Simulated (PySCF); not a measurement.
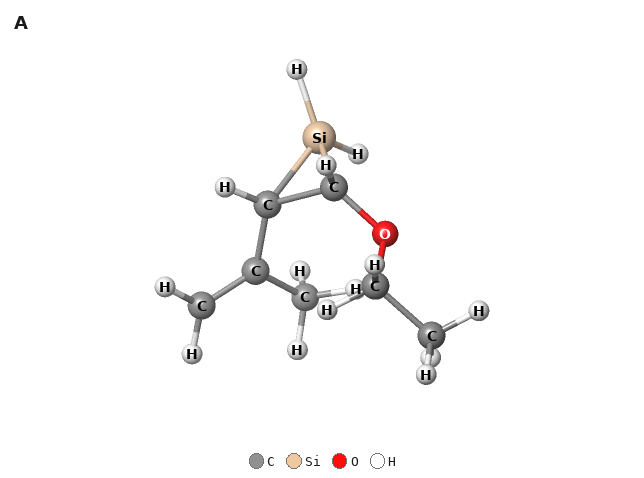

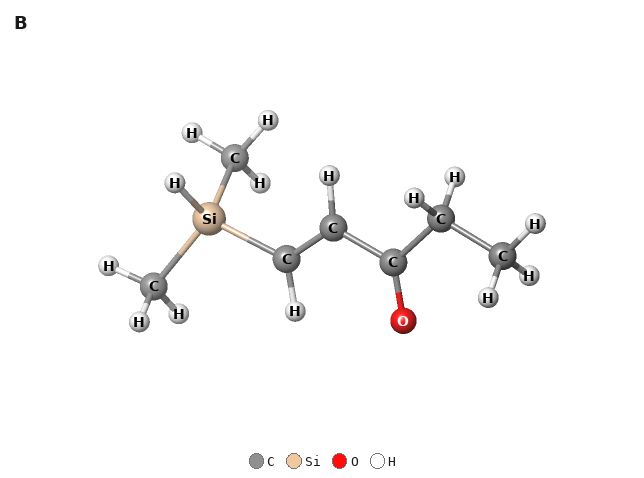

2 stationary structures of one formula. Geometries: GFN2-xTB. Electronic energies: PBE0/pcSseg-1 (PySCF 2.14.0), without zero-point energy. No frequency run is at hand to confirm each as a minimum. Each is one conformer, not always the lowest.

### Rank them by energy, lowest first.

B is lowest; A lies 234.4 kJ/mol above it. A is `C=C(C)[C@@H]1[SiH2][C@@H]1OCC`, B is `CCC(=O)/C=C/[SiH](C)C`.

The geometry is semi-empirical. Around Si such bond lengths and angles can be off by a tenth of an ångström or more and by several degrees, and values that hang on the shape move with them.
